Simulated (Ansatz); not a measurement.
# Single-point calculation of C$_{3}$H$_{7}$In

- system: C$_{3}$H$_{7}$In
- method: RKS r2SCAN-D4/def2-TZVPP (Ansatz 0.2.0)

The geometry comes from this level: PBE0-D4/def2-TZVP. Figures and captions count atoms from 1; the log counts them from 0 in places.

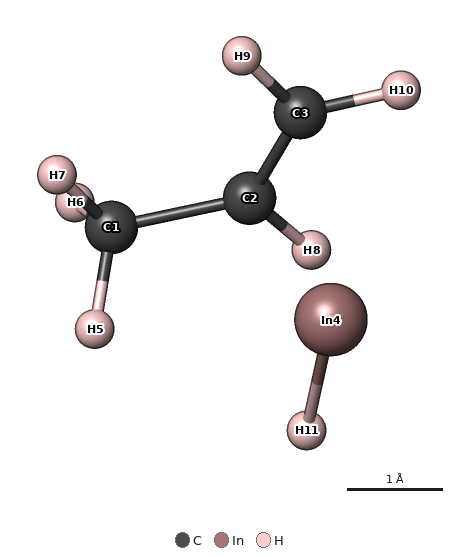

*The structure (ball-and-stick view, seen at a tilt; atoms are numbered from 1 in the order of the input). Sticks mark near contacts.*

Bond lengths as drawn: C–C 1.34 to 1.49 Å, C–H 1.08 to 1.09 Å and H–In 1.85 Å.

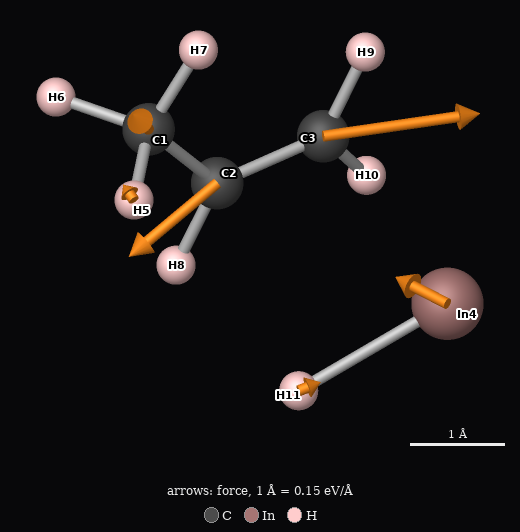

*Forces on the atoms as orange arrows (ball-and-stick view, seen at a tilt; atoms are numbered from 1 in the order of the input); the smallest are left out.*

The largest act on C3 (0.26 eV/Å); C2 (0.19 eV/Å); In4 (0.11 eV/Å); C1 (0.08 eV/Å). The geometry is not a stationary point of this energy.

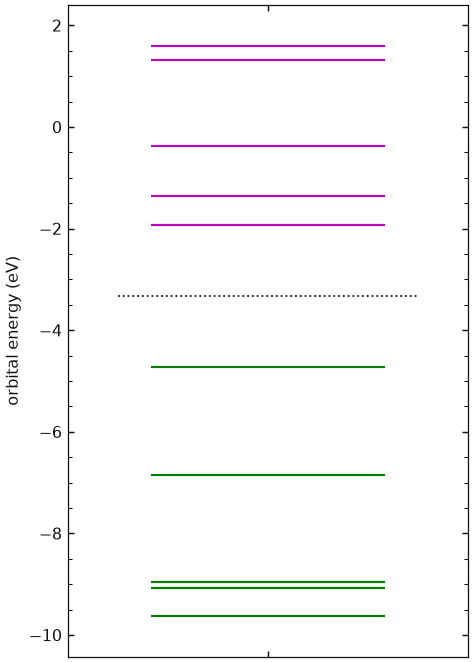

*Orbital energies near the frontier; the dotted line parts filled from empty levels, and levels within 0.02 eV of each other stand side by side.*

Highest filled −4.72 eV, lowest empty −1.93 eV, 2.79 eV apart.

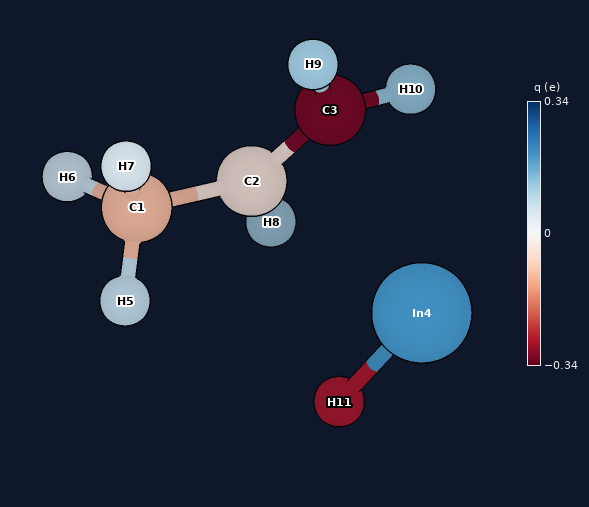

*Mulliken charges, as the colour of each atom (ball-and-stick view, seen at a tilt; atoms are numbered from 1 in the order of the input).*

By element: C −0.32 to −0.04, In +0.21 and H −0.28 to +0.13 e.

The input that produced these results follows, with the program's output.

## Input file
```yaml
crystal:
  periodic: [false, false, false]
  atoms:
    - {symbol: C, position_ang: [-0.980188, 0.826345, 0.415111]}
    - {symbol: C, position_ang: [0.340741, 0.489959, -0.181935]}
    - {symbol: C, position_ang: [1.307671, -0.186938, 0.450629]}
    - {symbol: In, position_ang: [0.149831, -2.515364, -0.720026]}
    - {symbol: H, position_ang: [-1.794061, 0.467521, -0.220468]}
    - {symbol: H, position_ang: [-1.095412, 1.912044, 0.496328]}
    - {symbol: H, position_ang: [-1.092388, 0.398065, 1.413295]}
    - {symbol: H, position_ang: [0.516912, 0.840616, -1.194880]}
    - {symbol: H, position_ang: [1.189805, -0.517183, 1.478296]}
    - {symbol: H, position_ang: [2.278350, -0.351854, -0.004725]}
    - {symbol: H, position_ang: [-0.756061, -1.420011, -1.910826]}
basis:
  gaussian: {orbitals: def2-TZVPP}
hamiltonian: {xc: r2scan, dispersion: d4}
output: {forces: true, orbitals: {seedname: orbitals}}
```

Run as:
```bash
ansatz run in.yaml --threads 4 --pin off --events-out ev --progress --plain --max-ram 10444MiB
```

## Log
```
Functional definition: r2SCAN
  name "r2SCAN"
  cite "Furness, Kaplan, Ning, Perdew & Sun, J. Phys. Chem. Lett. 11, 8208 (2020) doi:10.1021/acs.jpclett.0c02405"
  cite "Furness, Kaplan, Ning, Perdew & Sun, J. Phys. Chem. Lett. 11, 9248 (2020) doi:10.1021/acs.jpclett.0c03077"
  parent r2scan
  parameter k0 = 0.174
  parameter k1 = 0.065
  parameter a1 = 4.9479
  exchange = r2scan_x(k0 = k0, k1 = k1, a1 = a1)
  correlation = r2scan_c
1341 factors; their error is unknown
mean field evaluation 1: about -8370.4995 eV, gradient 9.9e1 eV
mean field evaluation 2: about -8072.3936 eV, gradient 2.3e2 eV
mean field evaluation 4: about -8396.5858 eV, gradient 3.3e1 eV
mean field evaluation 8: about -8399.1959 eV, gradient 5.5e-1 eV
mean field evaluation 16: about -8399.1738 eV, gradient 2.5e-3 eV
mean field -8399.17383687 eV, -308.6639453405 hartree, gradient 6.4e-5 eV, S^2 0.000000; 0 other end points of the search recorded, 0 dependent functions left out
the calculation of the forces begins
reference -8399.17385414 eV, -308.6639459751 hartree; 23, 23 occupied and 218, 218 virtual orbitals, 1341 factors
Total energy: -8399.23611086 eV, -308.6662338672 hartree
Atom 0 at    -0.980188     0.826345     0.415111 Å, force    -0.074924    -0.000894     0.029977 eV/Å
Atom 1 at     0.340741     0.489959    -0.181935 Å, force    -0.089210     0.086192    -0.139500 eV/Å
Atom 2 at     1.307671    -0.186938     0.450629 Å, force     0.154299    -0.194061     0.078379 eV/Å
Atom 3 at     0.149831    -2.515364    -0.720026 Å, force     0.014044     0.105642     0.016154 eV/Å
Atom 4 at    -1.794061     0.467521    -0.220468 Å, force     0.005768     0.026519     0.018285 eV/Å
Atom 5 at    -1.095412     1.912044     0.496328 Å, force    -0.010164    -0.011895    -0.005551 eV/Å
Atom 6 at    -1.092388     0.398065     1.413295 Å, force     0.001552     0.006767    -0.014518 eV/Å
Atom 7 at     0.516912     0.840616    -1.194880 Å, force    -0.008899     0.000689     0.001670 eV/Å
Atom 8 at     1.189805    -0.517183     1.478296 Å, force    -0.001417     0.003257    -0.013168 eV/Å
Atom 9 at     2.278350    -0.351854    -0.004725 Å, force    -0.012692     0.003188     0.008804 eV/Å
Atom 10 at    -0.756061    -1.420011    -1.910826 Å, force     0.021644    -0.025405     0.019468 eV/Å
Dipole moment:     0.058649     0.262188     0.187680 e Å
```

## Results in brief

- outcome: converged
- total energy: −8399.2361 eV
- mean-field energy: −8399.1739 eV
- dispersion energy: −0.0623 eV
- SCF solution under orbital rotations: stable
- HOMO: −4.72 eV
- LUMO: −1.93 eV
- largest force (length of the vector): 0.260 eV/Å
- dipole moment: 1.57 D
- hardware: 4 threads of Arm Neoverse V1, 23 GiB of memory available, shared host
- wall time: 5 s (CPU time 18 s)
- peak memory: 0.33 GiB
